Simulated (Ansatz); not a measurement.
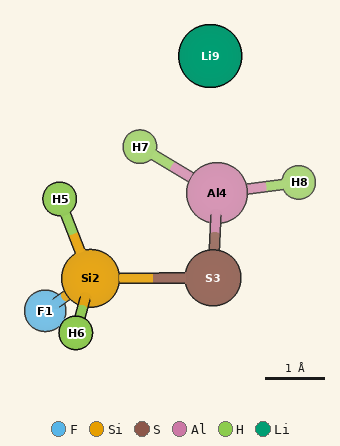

**Figure 1.** The input geometry of run 1 (ball-and-stick view, seen at a tilt; atoms are numbered from 1 in the order of the input). Sticks mark near contacts.

# Two runs on AlLiSiH₄SF

System: AlLiSiH₄SF, charge +1.
Method of run 1: RKS PBE0-D4/def2-SVP (Ansatz 0.2.0).

Text and figures count atoms from 1; the logs count them from 0 in places.

### Input, run 1
```yaml
crystal:
  periodic: [false, false, false]
  atoms:
    - { symbol: F, position_ang: [1.68524, -0.753772, -0.296759] }
    - { symbol: Si, position_ang: [1.06873, 0.532339, 0.483603] }
    - { symbol: S, position_ang: [-0.829792, 1.030193, -0.343805] }
    - { symbol: Al, position_ang: [-1.924178, -0.80876, 0.156961] }
    - { symbol: H, position_ang: [0.97582, 0.161886, 1.920204] }
    - { symbol: H, position_ang: [1.968284, 1.692532, 0.259284] }
    - { symbol: H, position_ang: [-1.221629, -1.86414, 1.104712] }
    - { symbol: H, position_ang: [-3.378232, -0.938824, -0.447623] }
    - { symbol: Li, position_ang: [-2.1, 1.4, 3.62] }
total_charge: 1
basis:
  gaussian: { orbitals: def2-SVP }
hamiltonian:
  xc: pbe0
  dispersion: d4
output:
  forces: true
```

Launched with:
```bash
ansatz run input.yaml --threads 1 --pin off --max-ram 2560MiB --backend cpu --events-out ev --progress --plain --runs-dir out
```

Hardware: 1 thread of Arm Neoverse V2, 24 GiB of memory available, shared host.

### Output (run 1)
```
Engine: ansatz 0.2.0, aarch64-unknown-linux-gnu
Functional definition: PBE0
  parameter a = 0.25
  parameter kappa = 0.804
  parameter beta = 0.06672455060314922
  exchange = (1 - a)*pbe_x(kappa = kappa, mu = beta*pi^2/3) + a*exact_x
  correlation = pbe_c(beta = beta)
944 factors; integrals over basis functions are off by at most 1.2e-3 eV
mean field evaluation 1: about -28263.0873 eV, gradient 5.8e1 eV
mean field evaluation 2: about -28217.7562 eV, gradient 1.5e2 eV
mean field evaluation 4: about -28269.0554 eV, gradient 9.2e0 eV
mean field evaluation 8: about -28269.3473 eV, gradient 3.7e-1 eV
mean field evaluation 16: about -28269.3477 eV, gradient 7.2e-5 eV
mean field -28269.34771194 eV, -1038.8793667615 hartree, gradient 7.2e-5 eV, S^2 0.000000; 0 other end points of the search recorded, 0 dependent functions left out
the calculation of the forces begins
reference -28269.34776102 eV, -1038.8793685655 hartree; 29, 29 occupied and 68, 68 virtual orbitals, 944 factors
Total energy: -28269.59252386 eV, -1038.8883634337 hartree
Atom 0 at     1.685240    -0.753772    -0.296759 Å, force    -0.262705     0.225483     0.202368 eV/Å
Atom 1 at     1.068730     0.532339     0.483603 Å, force     0.743246    -0.231201    -0.407112 eV/Å
Atom 2 at    -0.829792     1.030193    -0.343805 Å, force    -0.311669     0.171958     0.434854 eV/Å
Atom 3 at    -1.924178    -0.808760     0.156961 Å, force    -0.086689    -0.438180    -0.603654 eV/Å
Atom 4 at     0.975820     0.161886     1.920204 Å, force    -0.132012     0.020963     0.142174 eV/Å
Atom 5 at     1.968284     1.692532     0.259284 Å, force    -0.096315    -0.009611     0.074228 eV/Å
Atom 6 at    -1.221629    -1.864140     1.104712 Å, force     0.004801     0.142236     0.210275 eV/Å
Atom 7 at    -3.378232    -0.938824    -0.447623 Å, force     0.017785     0.083657     0.116637 eV/Å
Atom 8 at    -2.100000     1.400000     3.620000 Å, force     0.123557     0.034695    -0.169771 eV/Å
Dipole moment:    -1.768476     1.114813     3.231519 e Å
```

Run 2 used a changed input.

### The two runs side by side

| quantity | run 1 | run 2 |
| --- | --- | --- |
| outcome | converged | converged |
| total energy (hartree) | −1038.888363 | −1038.882951 |
| largest force (eV/Å) | 0.878 | 0.718 |
| basis functions | 97 | 97 |
| wall time (shared host) | 4 s | 4.1 s |

Which change of the input explains these differences?

The change (lines with − go, lines with + come):
```diff
-    - { symbol: Li, position_ang: [-2.1, 1.4, 3.62] }
+    - { symbol: Li, position_ang: [-4.9, 0.0, 3.62] }
```

With the same method and basis, run 2 lies 3.4 kcal/mol higher. The largest force goes from 0.878 to 0.718 eV/Å.

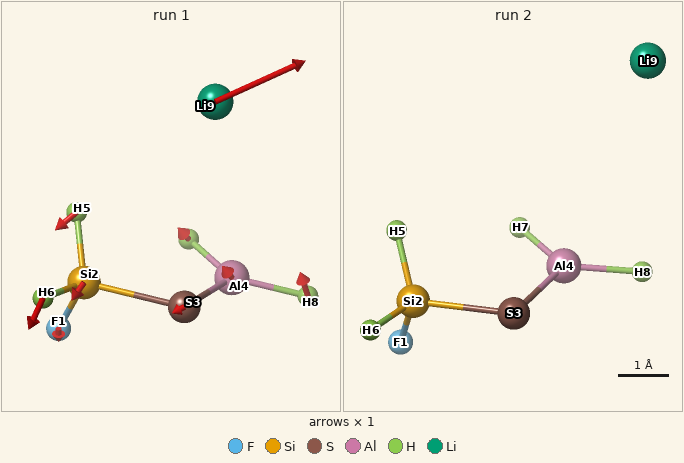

**Figure 2.** The two input geometries at one scale (ball-and-stick view, seen at a tilt). The red arrows on the first give the shifts of the atoms after the best rigid fit, at true length. The largest move after the best rigid fit is that of Li9, 2.07 Å. By element the largest moves are Li 2.07 Å, H 0.74 Å, Si 0.46 Å, Al 0.40 Å, F 0.35 Å, S 0.29 Å.

### Output (run 2)
```
Engine: ansatz 0.2.0, aarch64-unknown-linux-gnu
Functional definition: PBE0
  parameter a = 0.25
  parameter kappa = 0.804
  parameter beta = 0.06672455060314922
  exchange = (1 - a)*pbe_x(kappa = kappa, mu = beta*pi^2/3) + a*exact_x
  correlation = pbe_c(beta = beta)
944 factors; integrals over basis functions are off by at most 1.2e-3 eV
mean field evaluation 1: about -28262.9813 eV, gradient 5.9e1 eV
mean field evaluation 2: about -28188.6268 eV, gradient 1.6e2 eV
mean field evaluation 4: about -28268.8636 eV, gradient 1.1e1 eV
mean field evaluation 8: about -28269.2511 eV, gradient 6.0e-1 eV
mean field evaluation 16: about -28269.2524 eV, gradient 1.0e-4 eV
mean field -28269.25241757 eV, -1038.8758647583 hartree, gradient 1.5e-5 eV, S^2 0.000000; 0 other end points of the search recorded, 0 dependent functions left out
the calculation of the forces begins
reference -28269.25246214 eV, -1038.8758663961 hartree; 29, 29 occupied and 68, 68 virtual orbitals, 944 factors
Total energy: -28269.44523680 eV, -1038.8829507340 hartree
Atom 0 at     1.685240    -0.753772    -0.296759 Å, force    -0.181443     0.104062     0.077232 eV/Å
Atom 1 at     1.068730     0.532339     0.483603 Å, force     0.572987    -0.105294    -0.030712 eV/Å
Atom 2 at    -0.829792     1.030193    -0.343805 Å, force    -0.403995    -0.120084     0.077501 eV/Å
Atom 3 at    -1.924178    -0.808760     0.156961 Å, force     0.533253     0.079071    -0.474429 eV/Å
Atom 4 at     0.975820     0.161886     1.920204 Å, force    -0.087774    -0.003934     0.011606 eV/Å
Atom 5 at     1.968284     1.692532     0.259284 Å, force    -0.090701    -0.007713     0.008018 eV/Å
Atom 6 at    -1.221629    -1.864140     1.104712 Å, force    -0.138603     0.016610     0.149985 eV/Å
Atom 7 at    -3.378232    -0.938824    -0.447623 Å, force    -0.179389     0.042742     0.194967 eV/Å
Atom 8 at    -4.900000     0.000000     3.620000 Å, force    -0.024336    -0.005460    -0.014166 eV/Å
Dipole moment:    -4.345224    -0.047324     3.449547 e Å
```
